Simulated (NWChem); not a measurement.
# AlAsH6 (Al(AsH3)H3) at 4 levels

Aim: a comparison of 4 runs (HF/STO-3G, HF/3-21G, B3LYP/6-31G*) of AlAsH6 (Al(AsH3)H3). 

The calculation is run with NWChem 7.3.0.

**1. The system as given**

AlAsH6 has 8 atoms, charge 0, and is taken as a singlet. As SMILES, `[H][Al]([H])([H])<-[AsH3]`. The shape comes from GFN2-xTB, which is rough for such elements, and wasn't checked as a minimum.

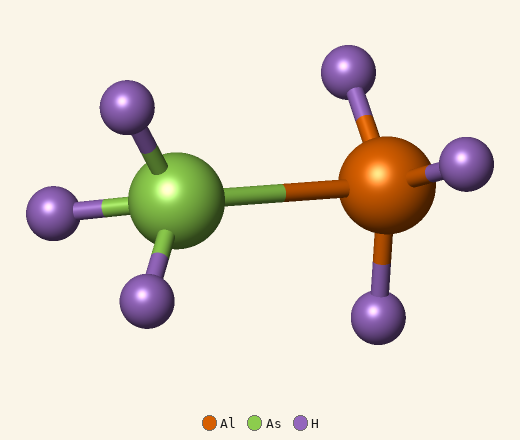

Viewed from a chosen angle; aluminium orange, arsenic green, hydrogen purple.

**2. Energy and gradient at HF/STO-3G (run 1)**

The input, m1.nw:

```
start m1
title "AlAsH6"
memory 2200 mb

geometry noautosym nocenter noautoz
   Al      -0.005490       0.012030      -1.593310
   As       0.001430       0.005690       1.056400
   H        0.730910       0.974730       1.930380
   H        0.500630      -1.138030       1.874690
   H       -1.212530       0.114530       1.918830
   H        1.558260      -0.016430      -1.729350
   H       -0.764260       1.377990      -1.734690
   H       -0.808950      -1.330510      -1.722940
end

basis "ao basis" spherical bse
   * library STO-3G
end

scf
   singlet
   rhf
   thresh 1e-08
   maxiter 80
   print medium
end

task scf gradient
```

Run with:

```bash
$ nwchem m1.nw > m1.out
```

Standard output:

```text
[...]
  functions       =    33
[...]
  wavefunction    = RHF
[...]
         Total SCF energy =  -2451.755046675722
      One-electron energy =  -3751.675690816201
      Two-electron energy =   1141.561853453183
 Nuclear repulsion energy =    158.358790687296
        Time for solution =      1.2s
[...]
                         RHF ENERGY GRADIENTS
    atom               coordinates                        gradient
                 x          y          z           x          y          z
   1 Al     -0.010375   0.022733  -3.010919   -0.000271   0.000224  -0.000101
   2 As      0.002702   0.010753   1.996307   -0.000535   0.001170  -0.062193
   3 H       1.381220   1.841973   3.647889    0.005040   0.006250   0.021392
   4 H       0.946054  -2.150565   3.542650    0.002998  -0.007475   0.020037
   5 H      -2.291349   0.216430   3.626063   -0.007475   0.000229   0.020798
   6 H       2.944684  -0.031048  -3.267998    0.039596  -0.000748   0.000052
   7 H      -1.444242   2.604024  -3.278089   -0.019092   0.034371  -0.000146
   8 H      -1.528694  -2.514299  -3.255884   -0.020261  -0.034022   0.000161
[...]
```

It took 2.4 s on 1 thread of Intel Xeon Platinum 8488C (Sapphire Rapids), shared host; peak memory 0.1 GiB.

**3. Energy and forces at HF/3-21G (run 2)**

The input, alash6.nw:

```
start alash6
title "AlAsH6 hf"
memory stack 880 mb heap 220 mb global 1100 mb
geometry noautosym nocenter noautoz
 Al   -0.005490    0.012030   -1.593310
 As    0.001430    0.005690    1.056400
 H     0.730910    0.974730    1.930380
 H     0.500630   -1.138030    1.874690
 H    -1.212530    0.114530    1.918830
 H     1.558260   -0.016430   -1.729350
 H    -0.764260    1.377990   -1.734690
 H    -0.808950   -1.330510   -1.722940
end
basis spherical bse
 * library 3-21G
end
scf
 thresh 1e-08
 maxiter 80
 noprint "final vectors analysis"
end
task scf gradient
```

Run with:

```bash
$ nwchem alash6.nw > alash6.out
```

Standard output:

```text
[...]
  functions       =    47
[...]
  wavefunction    = RHF
[...]
         Total SCF energy =  -2467.419422973960
      One-electron energy =  -3758.106236175104
      Two-electron energy =   1132.328022513849
 Nuclear repulsion energy =    158.358790687296
        Time for solution =      1.6s
[...]
                         RHF ENERGY GRADIENTS
    atom               coordinates                        gradient
                 x          y          z           x          y          z
   1 Al     -0.010375   0.022733  -3.010919   -0.000101  -0.000146   0.003931
   2 As      0.002702   0.010753   1.996307   -0.000332   0.000223  -0.031490
   3 H       1.381220   1.841973   3.647889   -0.007220  -0.010123   0.006542
   4 H       0.946054  -2.150565   3.542650   -0.005390   0.011737   0.006195
   5 H      -2.291349   0.216430   3.626063    0.012908  -0.001554   0.006178
   6 H       2.944684  -0.031048  -3.267998   -0.010908   0.000243   0.002893
   7 H      -1.444242   2.604024  -3.278089    0.005373  -0.009723   0.002989
   8 H      -1.528694  -2.514299  -3.255884    0.005669   0.009344   0.002763
[...]
```

Run time: 2.9 s. Hardware: 1 thread of Intel Xeon Platinum 8488C (Sapphire Rapids), shared host; peak memory 0.099 GiB.

Run 3 isn't shown in full; the table further down has it.

**4. Energy and gradient at B3LYP/6-31G(d) (Cartesian functions) (run 4)**

The input, run.py:

```python
from ase import Atoms
from ase.calculators.nwchem import NWChem

atoms = Atoms(['Al', 'As', 'H', 'H', 'H', 'H', 'H', 'H'], positions=[
    [-0.005490, 0.012030, -1.593310],
    [0.001430, 0.005690, 1.056400],
    [0.730910, 0.974730, 1.930380],
    [0.500630, -1.138030, 1.874690],
    [-1.212530, 0.114530, 1.918830],
    [1.558260, -0.016430, -1.729350],
    [-0.764260, 1.377990, -1.734690],
    [-0.808950, -1.330510, -1.722940],
])

calc = NWChem(
    label='run',
    theory='dft',
    memory='2200 mb',
    basis='6-31G*',
    dft={'xc': 'b3lyp', 'mult': '1', 'grid': 'xfine', 'convergence': 'energy 1e-08', 'iterations': '100', 'mulliken': None},
)
atoms.calc = calc

forces = atoms.get_forces()
print(f"energy = {atoms.get_potential_energy():.6f} eV")
print("forces (eV/A):")
for s, f in zip(atoms.symbols, forces):
    print(f"{s:2s} {f[0]:10.5f} {f[1]:10.5f} {f[2]:10.5f}")
print("dipole (e A):", atoms.get_dipole_moment().round(4))
```

Run with:

```bash
$ export ASE_NWCHEM_COMMAND="nwchem PREFIX.nwi > PREFIX.nwo"
$ python run.py
```

Standard output:

```text
energy = -67528.748588 eV
forces (eV/A):
Al    0.00519    0.00519   -0.01831
As    0.01224    0.01990    0.20816
H     0.40186    0.55042    0.00869
H     0.29809   -0.65738    0.02165
H    -0.71106    0.07497    0.02731
H     0.36972   -0.00854   -0.08253
H    -0.18239    0.33178   -0.08778
H    -0.19360   -0.31635   -0.07713
dipole (e A): [ 0.0013 -0.0021  0.7079]
```

The calculator wrote run.nwi:

```
title "run"

permanent_dir run

scratch_dir run

start run

geometry units angstrom nocenter noautosym noautoz
  Al -5.4900000000000001e-03 1.2030000000000001e-02 -1.5933100000000000e+00
  As 1.4300000000000001e-03 5.6899999999999997e-03 1.0564000000000000e+00
  H  7.3090999999999995e-01 9.7472999999999999e-01 1.9303800000000000e+00
  H  5.0063000000000002e-01 -1.1380300000000001e+00 1.8746900000000000e+00
  H  -1.2125300000000001e+00 1.1453000000000001e-01 1.9188300000000000e+00
  H  1.5582600000000000e+00 -1.6430000000000000e-02 -1.7293499999999999e+00
  H  -7.6426000000000005e-01 1.3779900000000000e+00 -1.7346900000000001e+00
  H  -8.0894999999999995e-01 -1.3305100000000001e+00 -1.7229399999999999e+00
end

memory 2200 mb

basis noprint
   * library 6-31G*
end

dft
  xc b3lyp
  mult 1
  grid xfine
  convergence energy 1e-08
  iterations 100
  mulliken
end

task dft gradient
```

run.nwo, cut to the lines that bear on the results:

```text
[...]
         Total DFT energy =    -2481.635758208478
[...]
  wavefunction    = closed shell
                         DFT ENERGY GRADIENTS
    atom               coordinates                        gradient
                 x          y          z           x          y          z
   1 Al     -0.010375   0.022733  -3.010919   -0.000101  -0.000101   0.000356
   2 As      0.002702   0.010753   1.996307   -0.000238  -0.000387  -0.004048
   3 H       1.381220   1.841973   3.647889   -0.007815  -0.010704  -0.000169
[... 4 lines of this table left out ...]
   8 H      -1.528694  -2.514299  -3.255884    0.003765   0.006152   0.001500
[...]
```

Run time: 25 s. Hardware: 1 thread of Intel Xeon Platinum 8488C (Sapphire Rapids), shared host; peak memory 0.14 GiB.

**5. The series**

```csv
run,level,iteration cap,module,energy (Eh),dipole moment (D),HOMO energy (eV),LUMO energy (eV),wall time
1,HF/STO-3G,80,scf,-2451.755047,3.70,-8.32,9.82,2.4 s
2,HF/3-21G,80,scf,-2467.419423,3.28,–,–,2.9 s
3,B3LYP/6-31G* (spherical functions),100,dft,-2481.628394,3.41,-7.76,-0.31,23 s
4,B3LYP/6-31G* (Cartesian functions),100,dft,-2481.635758,3.40,-7.76,-0.32,25 s
```

**6. Results**

```
                       quantity           value
            run 4: total energy  -2481.63576 Eh
           run 4: dipole moment          3.40 D
             run 4: HOMO energy        -7.76 eV
             run 4: LUMO energy        -0.32 eV
           run 4: HOMO–LUMO gap         7.44 eV
run 4: largest force on an atom      0.722 eV/Å
```

The dipole moment (its size) runs from 3.28 D (HF/3-21G) to 3.70 D (HF/STO-3G). Over runs 1, 3, 4 the HOMO–LUMO gap runs from 7.44 eV (B3LYP/6-31G*) to 18.14 eV (HF/STO-3G). The two ends differ in method and basis. In run 1 the basis is minimal, so the values are rough. All runs together took 53 s, the longest 25 s.
